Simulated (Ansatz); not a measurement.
The reference is CdSe in the zinc blende structure (space group F-43m, No. 216; a = 6.196 Å).

Structures relaxed with PBE/PAW in Ansatz (a quantum-chemistry and plane-wave program), without spin-orbit coupling, earlier PAW set.

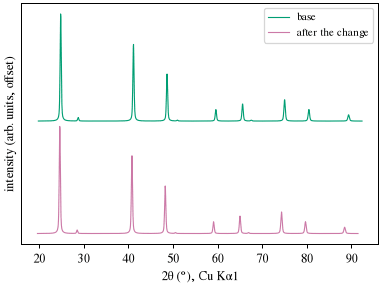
Fig. 1. Simulated powder patterns before (top) and after one change

Name the change that was made.
A. pressure −2 GPa
B. pressure 30 GPa
C. pressure 4.5 GPa
D. pressure −1 GPa

D, pressure −1 GPa. Its volume per atom is 30.45 Å³ against 29.74 Å³, and its space group is F-43m (No. 216).

Load acts through the strain it causes; cell and atoms are relaxed under it. Stability against distortions was not tested. Tetrahedral semiconductors of this kind turn to denser phases somewhere between about 1 and 50 GPa; those were not computed, so compressed cells here can lie past the real transition.
